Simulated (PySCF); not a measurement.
# [VS2]-: triplet, from a PBE minimum start

The task is one start of a wider search on [VS2]-: the triplet, from a PBE minimum start. It is relaxed, tested by its Hessian and followed downhill if it is a saddle.

Method: PBE0, basis V def2-SVPD, S def2-SVPD, no relativity, density fitting; program: PySCF 2.14.0.

## 1. The starting structure

3 atoms, charge -1, spin multiplicity 3.

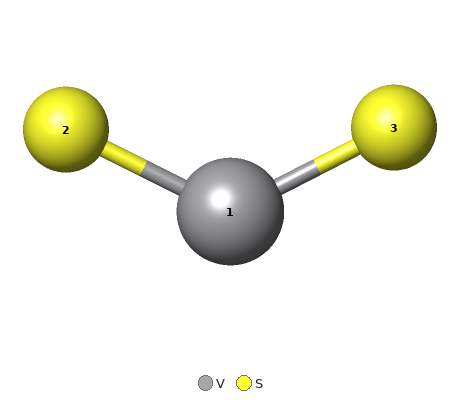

As it starts; vanadium grey, sulfur yellow; atoms are numbered from 1 in the order of the file.

Coordinates in bohr (charge -1 multiplicity 3):
```
V     0.0000    0.0000   -1.0034
S     3.5599    0.0000    0.7976
S    -3.5599    0.0000    0.7976
```

## 2. First SCF at the start

The steps below are one call of a driver around PySCF. For each, scf.py gives the equivalent set-up of the SCF; relaxations use the driver's own optimiser. After this first run the driver tries any further starts and a stability analysis.

scf.py

```python
from pyscf import gto, scf, dft
mol = gto.M(atom='''
V      0.000000     0.000000    -0.530970
S      1.883810    -0.000000     0.422060
S     -1.883810     0.000000     0.422060''',
    basis={'V': 'def2-SVPD', 'S': 'def2-SVPD'},
    charge=-1, spin=2)
mf = dft.UKS(mol, xc='PBE0')
mf.grids.atom_grid = (50, 194)
aux = {'V': 'def2-universal-JKFIT', 'S': 'def2-universal-JKFIT'}
mf = mf.density_fit(auxbasis=aux)
mf.conv_tol = 1e-08
mf.diis_space = 10
mf.max_cycle = 60
mf.init_guess = 'minao'
mf.verbose = 4
mf.kernel()
```

The run is started by

```bash
> OMP_NUM_THREADS=4 python axn.py task.json out
```

Standard output:

```text
init E= -1739.43439327498
[... the frontier-level lines of each cycle are left out ...]
cycle= 1 E= -1739.36288140696  delta_E= 0.0715  |g|= 0.721  |ddm|= 2.27
cycle= 2 E= -1736.52292892796  delta_E= 2.84  |g|= 1.63  |ddm|= 57.4
cycle= 3 E= -1738.60316890663  delta_E= -2.08  |g|= 1.59  |ddm|= 57.4
cycle= 4 E= -1738.51935064154  delta_E= 0.0838  |g|= 1.66  |ddm|= 0.229
cycle= 5 E= -1739.435232898  delta_E= -0.916  |g|= 0.677  |ddm|= 0.54
cycle= 6 E= -1739.61266842228  delta_E= -0.177  |g|= 0.273  |ddm|= 0.292
cycle= 7 E= -1739.65164740693  delta_E= -0.039  |g|= 0.0567  |ddm|= 0.194
cycle= 8 E= -1739.65464985158  delta_E= -0.003  |g|= 0.0128  |ddm|= 0.0956
cycle= 9 E= -1739.65514944276  delta_E= -0.0005  |g|= 0.00827  |ddm|= 0.0434
cycle= 10 E= -1739.65576369782  delta_E= -0.000614  |g|= 0.00503  |ddm|= 0.0833
cycle= 11 E= -1739.65605209379  delta_E= -0.000288  |g|= 0.00238  |ddm|= 0.0777
cycle= 12 E= -1739.65611181682  delta_E= -5.97e-05  |g|= 0.00577  |ddm|= 0.0335
cycle= 13 E= -1739.65616096744  delta_E= -4.92e-05  |g|= 0.00325  |ddm|= 0.0238
cycle= 14 E= -1739.65620568898  delta_E= -4.47e-05  |g|= 0.000674  |ddm|= 0.0426
cycle= 15 E= -1739.6562113092  delta_E= -5.62e-06  |g|= 0.000216  |ddm|= 0.0213
cycle= 16 E= -1739.65621143701  delta_E= -1.28e-07  |g|= 0.00012  |ddm|= 0.00156
cycle= 17 E= -1739.65621146388  delta_E= -2.69e-08  |g|= 6.87e-05  |ddm|= 0.00101
cycle= 18 E= -1739.65621147168  delta_E= -7.8e-09  |g|= 2.3e-05  |ddm|= 0.000471
Extra cycle  E= -1739.65621147026  delta_E= 1.42e-09  |g|= 7e-05  |ddm|= 9.28e-05
converged SCF energy = -1739.65621147026  <S^2> = 2.1325  2S+1 = 3.0870698
```

This step, with its further starts and checks, needed 26 s of wall time on 4 threads of Intel Xeon at 2.70GHz, shared host.

Energies from each starting density:

```tsv
start	energy (Eh)
the minimal-basis guess	-1739.656211
a thermally smeared density	-1739.656211
a smeared PBE density	-1739.656211
```

No lower solution of this spin turned up from the other starts or in the test of internal stability.

## 3. Relaxation: PBE minimum start, triplet

The program finds C2v symmetry in the start, which this walk keeps. The walk stops when the largest gradient is under 0.0003 Eh/bohr and the energy has settled too.

scf.py, as its differences from that of step 2:

```diff
@@ -3,3 +3,3 @@
-V      0.000000     0.000000    -0.530970
-S      1.883810    -0.000000     0.422060
-S     -1.883810     0.000000     0.422060''',
+V      0.000000     0.000000    -0.530435
+S      1.883810     0.000000     0.422595
+S     -1.883810     0.000000     0.422595''',
@@ -15 +14,0 @@
-mf.init_guess = 'minao'
```

Steps of the walk:

```tsv
step	energy (Eh)	change (kJ/mol)	largest symmetric gradient (Eh/bohr)
0	-1739.656211	0.00	0.00668
1	-1739.656508	-0.78	0.00321
2	-1739.656830	-1.62	0.00198
3	-1739.656898	-1.80	0.00090
4	-1739.656903	-1.82	0.00026
5	-1739.656904	-1.82	0.00008
```

The walk took 19 s.

Geometry (Å) and forces (eV/Å) at some steps:

```
step 0
V    0.000   0.000  -0.530   0.000   0.000   0.344
S    1.884   0.000   0.423  -0.051   0.000  -0.172
S   -1.884   0.000   0.423   0.051   0.000  -0.172
step 1
V    0.000   0.000  -0.509   0.000   0.000   0.165
S    1.894   0.000   0.412   0.047   0.000  -0.082
S   -1.894   0.000   0.412  -0.047   0.000  -0.082
step 3
V    0.000   0.000  -0.443   0.000   0.000  -0.033
S    1.942   0.000   0.379   0.046   0.000   0.017
S   -1.942   0.000   0.379  -0.046   0.000   0.017
step 5
V    0.000   0.000  -0.439   0.000   0.000  -0.004
S    1.948   0.000   0.377   0.003   0.000   0.002
S   -1.948   0.000   0.377  -0.003   0.000   0.002
```

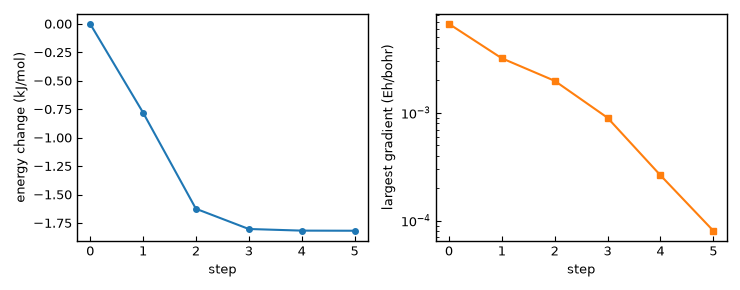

How energy and gradient fall.

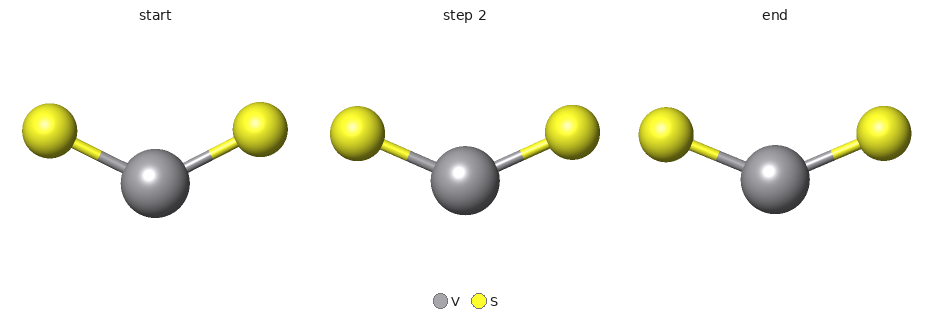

The geometry along the walk, at one scale.

After 5 steps and 1.8 kJ/mol it ends at C2v: V–S 2.112 Å (×2); S–V–S 134.6°.

## 4. Is it a minimum? Harmonic modes

The point is checked on the finer grid, and tightened if its gradient asks for it. The Hessian and the dipole derivatives come from central differences of analytic gradients, with steps of 0.02 bohr.

scf.py, as its differences from that of step 3:

```diff
@@ -3,3 +3,3 @@
-V      0.000000     0.000000    -0.530435
-S      1.883810     0.000000     0.422595
-S     -1.883810     0.000000     0.422595''',
+V      0.000000     0.000000    -0.458880
+S      1.944728     0.000000     0.364119
+S     -1.944728     0.000000     0.364119''',
@@ -9 +9 @@
-mf.grids.atom_grid = (50, 194)
+mf.grids.atom_grid = (75, 302)
@@ -12 +12 @@
-mf.conv_tol = 1e-08
+mf.conv_tol = 1e-10
```

The driver hands on the density of the step before, so the log starts near convergence.

Log of the central SCF (cycles and frontier levels):

```text
init E= -1739.65674983548
[... the frontier-level lines of each cycle are left out ...]
cycle= 1 E= -1739.65674983522  delta_E= 2.66e-10  |g|= 2.36e-05  |ddm|= 2.7e-05
cycle= 2 E= -1739.65674982936  delta_E= 5.85e-09  |g|= 0.000106  |ddm|= 0.000104
cycle= 3 E= -1739.65674983552  delta_E= -6.15e-09  |g|= 5.27e-06  |ddm|= 8.59e-05
cycle= 4 E= -1739.65674983554  delta_E= -2.73e-11  |g|= 1.55e-06  |ddm|= 6.51e-06
Extra cycle  E= -1739.65674983554  delta_E= -4.55e-13  |g|= 4e-06  |ddm|= 8.71e-06
converged SCF energy = -1739.65674983554  <S^2> = 2.1319577  2S+1 = 3.0867184
```

The whole step took 74 s.

Geometry: C2v; V–S 2.112 Å (×2); S–V–S 134.1°.

Modes, for the most abundant isotopes:

```tsv
symmetry	ω (cm⁻¹)	IR (km/mol)
a1	104	5.9
a1	452	33.2
b2	552	266
```

Every mode is real; the point is a minimum.

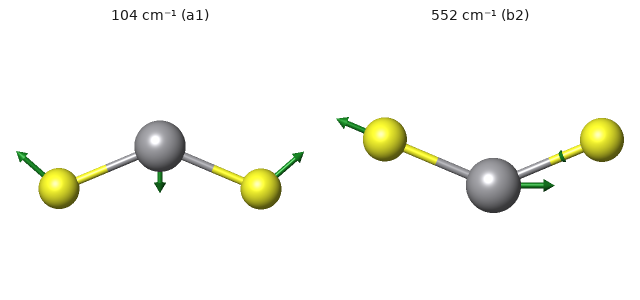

How the atoms move in 2 of the modes.

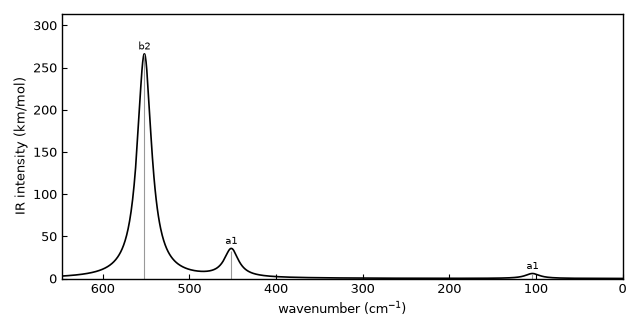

The harmonic infrared spectrum (widths in cm⁻¹). Lines are broadened to a width of 20 cm⁻¹ (Lorentzian).

Constants and moments:

| Item | Value |
| --- | --- |
| Dipole moment about the centre of mass | 3.56 D |
| Highest occupied level | -1.77 eV |
| Lowest empty level | 1.45 eV |
| Rotational constants | 0.8778, 0.06971, 0.06458 cm⁻¹ |
| Zero-point energy | 6.6 kJ/mol |
| Principal polarisabilities | 105.3, 110.5, 164.9 bohr³ |
| Principal traceless quadrupole moments about the centre of mass | -24.90, 10.30, 14.60 D Å |
| Entropy at 298.15 K and 1 bar (electronic part: spin only) | 297.9 J/(mol K) |
| Heat capacity Cp at 298.15 K | 51.8 J/(mol K) |
| Enthalpy at 298.15 K above 0 K | 13.01 kJ/mol |
| Rotational symmetry number | 2 |
| Spin squared ⟨S²⟩ | 2.132 |

Charges (e) and bond orders:

```tsv
atom	Mulliken	Löwdin	polar tensor	spin (Mulliken)	Mayer order to V1
V1	0.63	0.29	1.09	2.72	–
S2,3	-0.81	-0.64	-1.04	-0.36	1.64
```

Outer orbital energies (eV). α occupied: -4.33, -3.47, -3.31, -2.90, -2.47, -2.07, -1.81, -1.77; empty: 1.45, 2.25, 2.37, 3.16. β occupied: -13.35, -12.99, -3.80, -3.11, -2.72, -2.68, -2.40, -2.22; empty: 2.07, 3.18, 3.36, 3.56.

Mulliken populations on V1: s 6.60, p 12.37, d 3.40, f 0.01.

## 5. Results

```
                                          quantity                           value
                                           minimum                    triplet, C2v
                                          geometry  V–S 2.112 Å (×2); S–V–S 134.1°
                                wavenumbers (cm⁻¹)    104 (a1), 452 (a1), 552 (b2)
                    dipole moment (centre of mass)                          3.56 D
highest occupied, lowest empty level (either spin)                  -1.77, 1.45 eV
                         polar-tensor charge of V1                         +1.09 e
                                 zero-point energy                      6.6 kJ/mol
                               entropy at 298.15 K                 297.9 J/(mol K)
                                              ⟨S²⟩                           2.132
```

**Reading.** The molecule stays C2v, as typed, and the end point is a minimum. The strongest infrared band lies at 552 cm⁻¹ (b2, stretch). Most of the spin sits on V1 (Mulliken spin 2.72, against 2 for the whole molecule). Only this shape and spin were tried, so other structures or states may lie lower. Open d and f shells are described by one determinant, and the ground state may have another occupation or spin.

The search up to here took 2 min.
